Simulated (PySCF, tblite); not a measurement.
# C4H6FN3: geometry, infrared bands and NMR shifts

What infrared bands and NMR shifts should C4H6FN3 (`CCn1ncc(F)n1`) show?

Programs: tblite 0.8.0 and PySCF 2.14.0, with density-fitted response routines of our own. Each step states its level of theory. These are calculated values for one molecule in the gas phase, unless marked as measured. Atoms are numbered from 0 throughout.

## 1. The molecule as given

14 atoms, charge 0, multiplicity 1; geometry from: force field or distance geometry start.

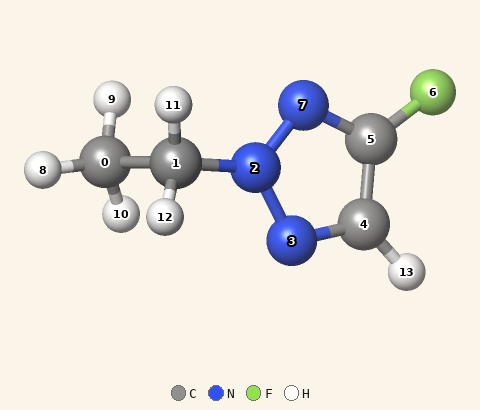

The starting geometry (carbon grey, nitrogen blue, fluorine green, hydrogen white), atoms numbered.

## 2. Optimising the geometry with GFN2-xTB

Job settings and geometry (Å):

```
{"job": {"kind": "relax", "xc": "GFN2-xTB", "basis": "xTB"}, "charge": 0, "multiplicity": 1}
C     -1.998600     0.659300     0.131800
C     -1.234000    -0.621400     0.412800
N      0.183000    -0.374800     0.176700
N      0.761800    -0.549600    -1.020100
C      2.064700    -0.235500    -0.915800
C      2.287700     0.167700     0.365200
F      3.444400     0.595600     0.953200
N      1.111600     0.077300     1.025000
H     -3.088800     0.512600     0.106900
H     -1.677900     1.358900     0.953600
H     -1.597900     1.013200    -0.851100
H     -1.392000    -0.916600     1.462900
H     -1.648300    -1.397000    -0.246300
H      2.783700    -0.290400    -1.737000
```

Launch:

```
$ OMP_NUM_THREADS=1 python probes_run.py task.json out
```

This one command runs all jobs of the session in turn.

**Question.** This job is followed by: GFN2-xTB harmonic vibrations, gas phase; GIAO PBE0/pcSseg-1 NMR shielding, non-relativistic, gas phase. Predict these results of the whole session: strongest single infrared mode (GFN2-xTB); zero-point energy (GFN2-xTB); 13C shifts against TMS (PBE0/pcSseg-1); 1H shifts against TMS (PBE0/pcSseg-1, means over atoms taken as alike); 15N shifts against NH3 (PBE0/pcSseg-1); 19F shifts against CFCl3 (PBE0/pcSseg-1).

As calculated:

```
                                                              quantity                         value
                             strongest single infrared mode (GFN2-xTB)         1541 cm⁻¹, 161 km/mol
                                          zero-point energy (GFN2-xTB)                 66.1 kcal/mol
                                13C shifts against TMS (PBE0/pcSseg-1)  172.3, 122.6, 52.5, 19.1 ppm
1H shifts against TMS (PBE0/pcSseg-1, means over atoms taken as alike)          7.22, 4.37, 1.47 ppm
                                15N shifts against NH3 (PBE0/pcSseg-1)       368.3, 331.3, 263.7 ppm
                              19F shifts against CFCl3 (PBE0/pcSseg-1)                    -155.4 ppm
```

What this shows: The optimisation took 39 steps and gained 0.546 eV; among the close pairs (by a distance rule), C5–F6 changed most, from 1.366 to 1.324 Å. No mode is imaginary among the 36: a minimum at this level. The strongest single mode, at 1541 cm⁻¹, moves mainly C5. Unscaled tight-binding wavenumbers are off by several per cent, some by more. Its intensities can rank the bands wrongly. At PBE0/pcSseg-1: Shielding is most anisotropic at N3 (span 495 ppm, paramagnetic term -425 ppm). NICS(1)zz of -30 ppm above the planar ring from N2 marks a diatropic (aromatic) ring current.
